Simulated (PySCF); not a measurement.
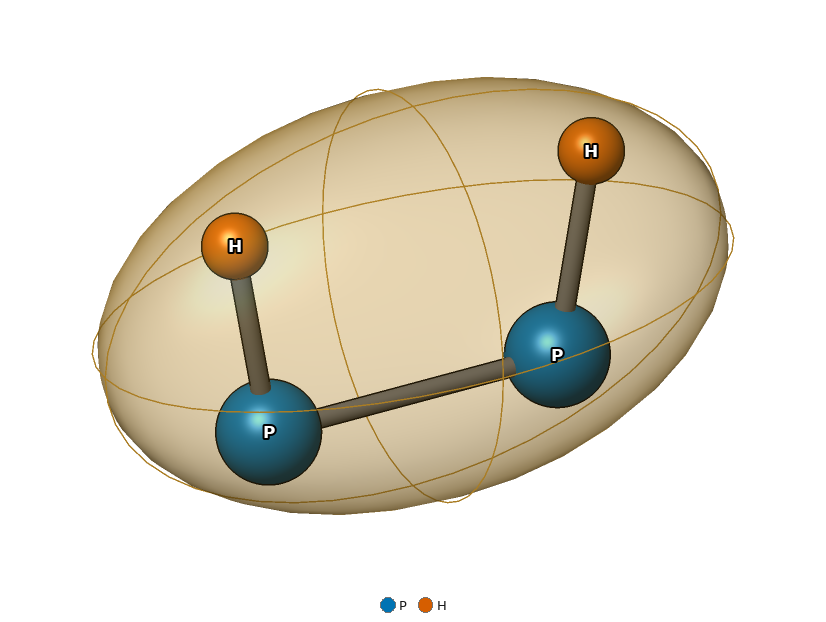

The ellipsoid shows the static dipole polarisability: its half-axes are proportional to the principal values. The geometry was computed by an optimisation with GFN2-xTB. No frequency run is at hand to confirm it as a minimum. Method: ωB97X-D/def2-SVPD (PySCF 2.14.0).

> How large and how anisotropic is the polarisability?

Principal values 39.4, 45.4, 73.0 bohr³; mean 52.6 bohr³ (7.80 Å³); anisotropy 31.0 bohr³, so the longest axis is 1.85 times the shortest.

The geometry is semi-empirical. Around P such bond lengths and angles can be off by a tenth of an ångström or more and by several degrees, and values that hang on the shape move with them.
